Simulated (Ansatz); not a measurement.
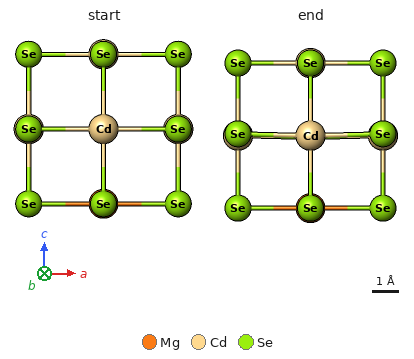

The structure of crystalline MgCd₃Se₄ (a generated structure, set up in I4/mmm) (coarse preliminary run) before (left) and after (right) a relaxation, at one scale.

Style: ball-and-stick. Shown: the atoms within 4.2 Å of the atom that moves most (axes of the conventional cell (2 times the calculation's cell)), along the b axis. Lengths and directions refer to the drawn axes.

Method: DFT PBE, scalar-relativistic, plane waves, PAW in Ansatz.

Input
```yaml
crystal:
  lattice:
    - [-2.93382801, 2.93382801, 5.86765602]
    - [2.93382801, -2.93382801, 5.86765602]
    - [2.93382801, 2.93382801, -5.86765602]
  atoms:
    - { symbol: Mg, position: [0.5, 0.5, 0.0] }
    - { symbol: Cd, position: [0.75, 0.25, 0.5] }
    - { symbol: Cd, position: [0.25, 0.75, 0.5] }
    - { symbol: Cd, position: [0.0, 0.0, 0.0] }
    - { symbol: Se, position: [0.5, 0.0, 0.5] }
    - { symbol: Se, position: [0.0, 0.5, 0.5] }
    - { symbol: Se, position: [0.25, 0.25, 0.0] }
    - { symbol: Se, position: [0.75, 0.75, 0.0] }
basis:
  ecutwfc: 420
kpoints:
  mp_grid: { grid: [4, 4, 4] }
hamiltonian:
  xc: pbe
scf:
  occupations: { method: gaussian, width: 0.1 }
  lower_state_search: "off"
output:
  forces: true
  stress: true
  eigenvalues: true
relax:
  adjacent_minimum: "off"
  f_tol: 0.04
  max_steps: 70
  cell: { stress_tol: 0.4 }
```

Command:
```bash
ansatz run input.yaml --threads 1 --pin off --max-ram 2560MiB --backend cpu --events-out ev --progress --plain --runs-dir out
```

> Summarise the run.

The energy falls by 0.289 eV per cell of the calculation in 3 accepted moves (4 points after the start). The largest force component goes from 0.18 to 0.017 eV/Å. The pressure goes from −4.48 to −0.05 GPa. The SCF was repeated once at an unchanged geometry on a basis and grid sized afresh for the cell, which shifted the energy by 3.5 meV per cell of the calculation at most. The largest moves relative to the cell, 0.071 Å, are those of Se7 and Se8. Se8 goes along −c. Cd and Mg stay in place. The volume changes by −8.8 %, with a = b 5.868 → 5.689 Å (−3.1 %), c 11.735 → 11.392 Å (−2.9 %). Among the contacts that change: Mg1–Se8 2.934 → 2.777 Å, Mg1–Se5 2.934 → 2.844 Å, Cd4–Se5 2.934 → 2.844 Å, Cd2–Se5 2.934 → 2.848 Å. Bond angles that change, for instance: Se7–Cd3–Se7 180.0° → 177.1°, Cd2–Se8–Cd2 180.0° → 177.1°. The space group stays I4/mmm (No. 139). The run took 54 s on 1 thread of Arm Neoverse V2, with other jobs on the host, peak memory 0.57 GiB.
